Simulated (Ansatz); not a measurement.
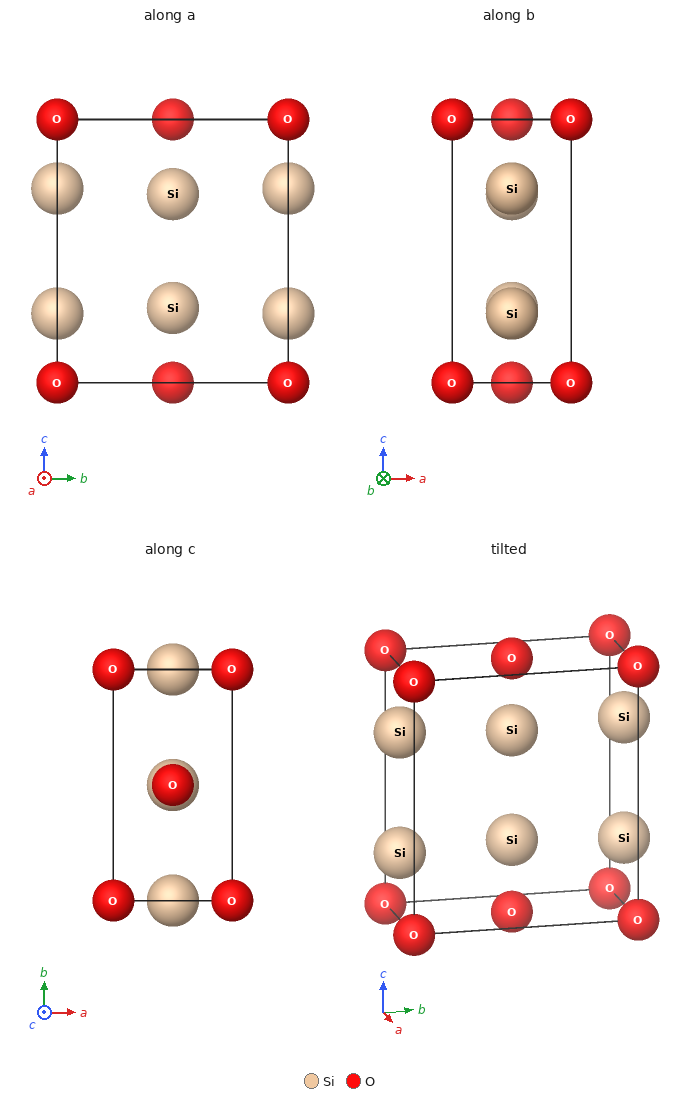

Shown here is a spheres-only view of the crystal, taken along the a axis, along the b axis, along the c axis and slightly off an axis. The conventional unit cell is outlined; an atom on or near a face, edge or corner is repeated at each equivalent position.

Lattice parameters: a = 2.6402 Å, b = 5.1301 Å, c = 5.8423 Å, α = 90.000°, β = 90.000°, γ = 90.000°.

Set out the cell and atoms as a CIF in P1 with every atom of the cell, with free fractional coordinates to two decimals.

Answer.
```cif
data_structure
_symmetry_space_group_name_H-M 'P 1'
_symmetry_Int_Tables_number 1
_cell_length_a 2.6402
_cell_length_b 5.1301
_cell_length_c 5.8423
_cell_angle_alpha 90.000
_cell_angle_beta 90.000
_cell_angle_gamma 90.000
_cell_volume 79.13
loop_
_atom_site_label
_atom_site_type_symbol
_atom_site_fract_x
_atom_site_fract_y
_atom_site_fract_z
_atom_site_occupancy
Si1 Si 0.50 0.00 0.74 1
Si2 Si 0.50 0.00 0.26 1
Si3 Si 0.50 0.50 0.72 1
Si4 Si 0.50 0.50 0.28 1
O1 O 0.00 0.00 0.00 1
O2 O 0.50 0.50 0.00 1
```

Its origin is a random cell made by a generator, so it need not be a real form of the compound. Earlier steps of the study, as a rule a relaxation of our own, may have changed the cell and positions, so they can lie some per cent off the listed ones. It was the input of a calculation with Ansatz.
